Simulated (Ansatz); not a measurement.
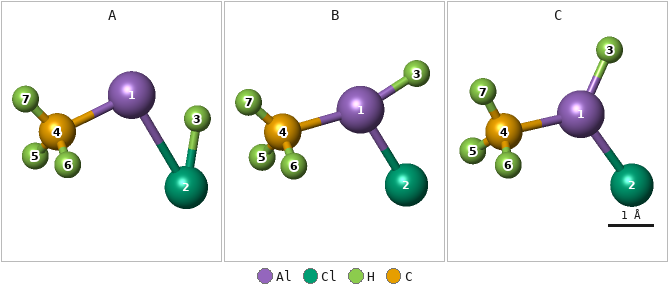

3 geometries from a converged minimum-energy path of CH₄AlCl, shuffled. The picture is a ball-and-stick view, seen at a tilt.

Computed with RKS PBE0-D4/def2-SVP in Ansatz 0.2.0. Run with 7 movable images; climbing image; force threshold 0.05 eV/Å; iteration limit 60; starting path through a guess of the saddle point.

One of them is the converged climbing image. Which?

Answer. A. In order along the path, whose images run from 0 to 8: C (image 0, 0.00 eV), B (image 2, +0.73 eV), A (image 4, +3.05 eV). Breaking: Al1–Cl2 (2.11 → 2.60 at the top → 3.07 Å), Al1–H3 (1.58 → 1.76 at the top → 3.33 Å). Forming: Cl2–H3 (3.14 → 1.57 at the top → 1.29 Å).

Cost: 3.3 min on 1 thread of Arm Neoverse V1, on a shared host, peak memory 0.13 GiB.
